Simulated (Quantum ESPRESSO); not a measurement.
# Voltage at the next charge: Ag(111), 5 layers against an electrode

**Set-up.** Quantum ESPRESSO 7.5, PBE, GBRV ultrasoft; ESM with bc3, a metal electrode 5.95 Å above the top atoms; cell area 7.243 Å²; ions fixed. V is the potential energy of an electron at the electrode over the slab's Fermi level, divided by e, so that it equals the work function at zero charge; positive charge removes electrons.

| charge (e a cell) | V (V) |
| --- | --- |
| 0 | 4.522 |
| 0.0109 | 5.704 |
| 0.0217 | 6.893 |

To predict: What is V at a charge of 0.0435 e, and what capacitance do the rows imply?

By hand: The last two rows give dV/dq = (6.893 − 5.704)/(0.0217 − 0.0109) = 110.1 V/e, so C = 1602/(7.243 × 110.1) = 2.01 µF/cm², an effective gap of 8.854/2.01 = 4.41 Å. At constant C, V = 6.893 + 110.1 × 0.0218 = 9.29 V.

**The withheld run.** V = 9.331 V; the estimate misses by −0.04 V, 1.6 % of the step. Over the three intervals C goes 2.04, 2.01 and 1.98 µF/cm²: it falls as electrons leave, the surface charge drawing back towards the atoms.

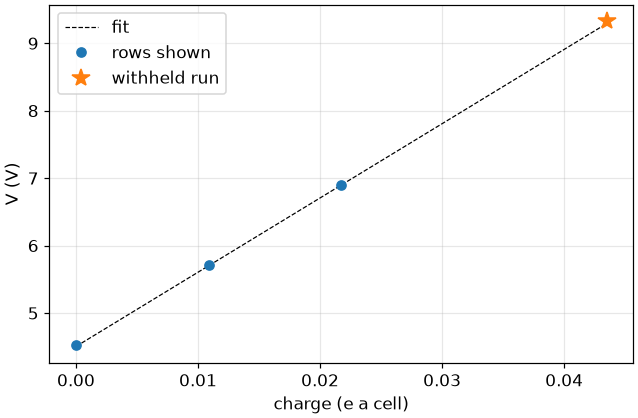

The rows shown, the fit and the withheld run.

Caveats: Vacuum fills the gap; a dielectric or electrolyte would change C. The slab is thin.
